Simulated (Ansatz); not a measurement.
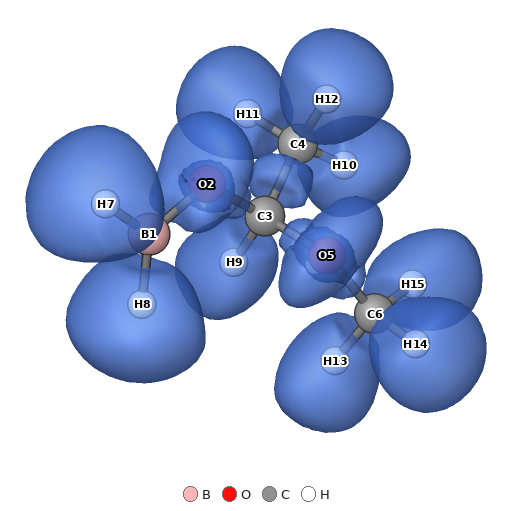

The picture shows: C₃H₉BO₂ (SMILES BOC(C)OC). Isosurface of the electron localisation function at 0.75 (blue), seen at a tilt. Core shells and regions of very low density are left out.

All numbers below come from RKS BLYP-D4/6-31G* (Ansatz 0.2.0).

Input file:

```
crystal:
  periodic: [false, false, false]
  atoms:
    - { symbol: B, position_ang: [-0.3212, -2.3325, -0.4846] }
    - { symbol: O, position_ang: [0.5046, -1.2236, -1.0122] }
    - { symbol: C, position_ang: [0.3798, -0.0846, -0.1891] }
    - { symbol: C, position_ang: [1.6088, 0.8857, -0.5627] }
    - { symbol: O, position_ang: [-0.8317, 0.5533, -0.4132] }
    - { symbol: C, position_ang: [-1.3713, 1.0478, 0.8191] }
    - { symbol: H, position_ang: [-1.4619, -2.3615, -0.8637] }
    - { symbol: H, position_ang: [0.0883, -3.0605, 0.2689] }
    - { symbol: H, position_ang: [0.6014, -0.3552, 0.938] }
    - { symbol: H, position_ang: [1.5092, 1.7779, 0.112] }
    - { symbol: H, position_ang: [2.51, 0.3784, -0.4104] }
    - { symbol: H, position_ang: [1.4443, 1.1977, -1.6021] }
    - { symbol: H, position_ang: [-1.6777, 0.2105, 1.4768] }
    - { symbol: H, position_ang: [-2.3321, 1.599, 0.6205] }
    - { symbol: H, position_ang: [-0.6724, 1.7168, 1.332] }
basis:
  gaussian: { orbitals: "6-31G*" }
hamiltonian:
  xc: blyp
  dispersion: d4
relax:
  f_tol: 0.015
  max_steps: 40
output:
  orbitals: {}
```

Command:

```sh
ansatz run input.yaml --threads 2 --pin off --max-ram 3072MiB --backend cpu --events-out ev --progress --plain --runs-dir out
```

The fields are those of the relaxed geometry.

Question: Describe the localisation domains.

Answer: The surface consists of one region between bonded C–C atoms (shared pairs), nine regions around hydrogen nuclei and two regions on O in which the atom's valence shell and bonds are merged. Along the contacts the grid gives the following. B–O (1.36 Å): the ELF peaks at about 0.90 between the atoms (a shared but strongly polarised pair). C–O (1.43 Å): the ELF peaks at about 0.90 between the atoms: a polar covalent bond.
